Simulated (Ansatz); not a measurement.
System: BiH.

Input

```
crystal:
  lattice:
    - [4.6011822271, 0.0, 0.0]
    - [0.0, 4.2278958314, 0.0]
    - [0.0, 0.0, 4.8123626846]
  atoms:
    - { symbol: Bi, position: [0.75, 0.0, 0.7099873604] }
    - { symbol: Bi, position: [0.25, 0.0, 0.2900126396] }
    - { symbol: H, position: [0.75, 0.5, 0.6893368355] }
    - { symbol: H, position: [0.25, 0.5, 0.3106631645] }
basis:
  ecutwfc: 420
kpoints:
  mp_grid: { grid: [10, 12, 10] }
hamiltonian:
  xc: pbe
scf:
  occupations: { method: gaussian, width: 0.1 }
output:
  forces: true
  stress: true
  eigenvalues: true
  write_density: true
  write_potential: true
  elf: true
  volumetric_format: npy
relax:
  adjacent_minimum: "off"
  f_tol: 0.01
  max_steps: 80
  cell: { stress_tol: 0.05 }
```

Command:

```sh
ansatz run input.yaml --threads 1 --pin off --max-ram 2560MiB --backend cpu --events-out ev --progress --plain --runs-dir out
```

Below, planes, directions and counts refer to the conventional cell (a = 4.58 Å, b = 4.21 Å, c = 4.86 Å, α = 90.00°, β = 90.00°, γ = 90.00°).

The fields are those of the relaxed geometry.

Space group Pmma; started from the AuCd (B19)_51 prototype, which need not be the ambient phase.

Computed with Ansatz, DFT PBE, scalar-relativistic, plane waves, PAW.

Predict the valence pseudo-density and electron localisation function between the atoms.

Bi–H (2.11 Å): ρ is about 0.59 e/Å³ halfway; the ELF climbs to about 1 towards the hydrogen.
Bi–Bi (3.10 Å): the density is about 0.28 e/Å³ at the midpoint; the ELF reaches about 0.55 near the midpoint.

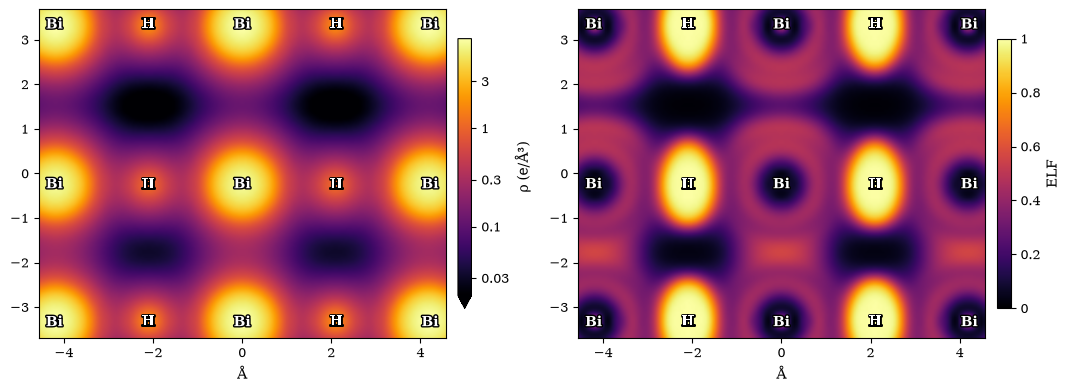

Computed valence pseudo-density and electron localisation function on the (101) plane of the conventional cell, in this order. 

In a PAW calculation such maps are meaningful between the atoms, not at the nuclei.
